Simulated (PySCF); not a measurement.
```tsv
atom	x (Å)	y (Å)	z (Å)
C	2.3704	-0.4489	1.1996
C	1.8236	-0.3046	0.1441
C	1.1115	-0.1150	-1.0926
Si	-0.7530	0.2363	-0.7920
F	-1.3341	0.5973	-2.2690
P	-0.9722	2.1378	0.4092
P	-1.7674	-1.7057	-0.2373
H	2.8881	-0.5814	2.1019
H	1.5532	0.7214	-1.6375
H	1.2145	-1.0090	-1.7108
H	-2.1086	1.7322	1.0945
H	-0.1303	1.6981	1.4181
H	-2.8420	-1.1097	0.4065
H	-1.0544	-1.8495	0.9433
```

Geometry: GFN2-xTB.

These are results of PySCF 2.14.0, PBE0/pcSseg-1, SCF density, gas phase, non-relativistic, not measurements.

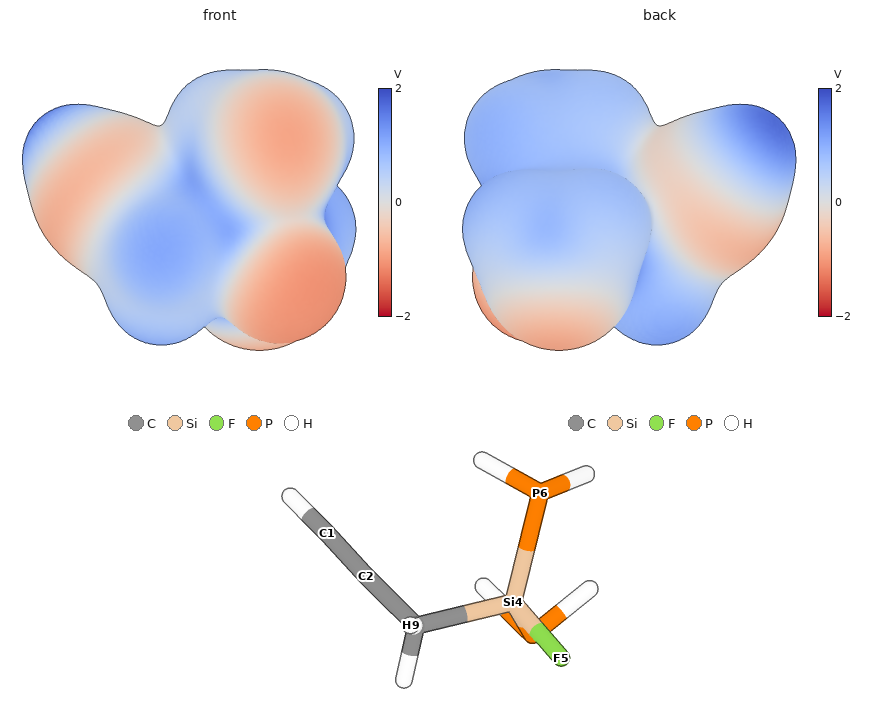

C3H7FP2Si. The electrostatic potential painted on the density surface at 0.002 e/bohr³, seen from the front and from behind; the colour scale runs from red (negative) to blue (positive). The bare structure is drawn below in the same view.

Where is the surface potential most negative and most positive?

The most negative region (about −1.0 V) lies over F5, the most positive (about +1.6 V) over Si4 and H8.
